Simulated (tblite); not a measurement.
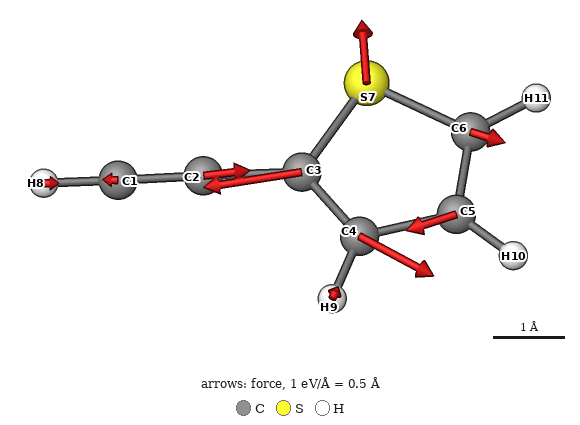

Starting geometry of C$_{6}$H$_{4}$S (charge −1, multiplicity 2) with the computed forces as red arrows. A ball-and-stick model, seen at a tilt.

The calculation used GFN2-xTB geometry optimisation, gas phase (tblite 0.8.0). 

**What follows when this structure is relaxed?**

It isn't relaxed: the largest force vector, on C3, is 2.88 eV/Å. The final displacements have little in common with the starting forces (cosine between the two patterns 0.25). After 56 geometry steps the energy has fallen by 0.204 eV. The largest move after the best rigid fit is that of C1, 0.22 Å. Largest moves by element: C 0.22 Å, H 0.17 Å, S 0.05 Å. Near-neighbour distances that change, for instance: C3–S7 1.720 → 1.795 Å, C2–C3 1.409 → 1.364 Å, C6–S7 1.718 → 1.757 Å, C4–C5 1.421 → 1.383 Å. Bond angles that change, for instance: C2–C1–H8 179.1° → 147.5°, C1–C2–C3 179.2° → 166.0°, C2–C3–C4 125.8° → 129.0°. The run took 0.28 s on 1 thread of Arm Neoverse V1, with other jobs on the host.
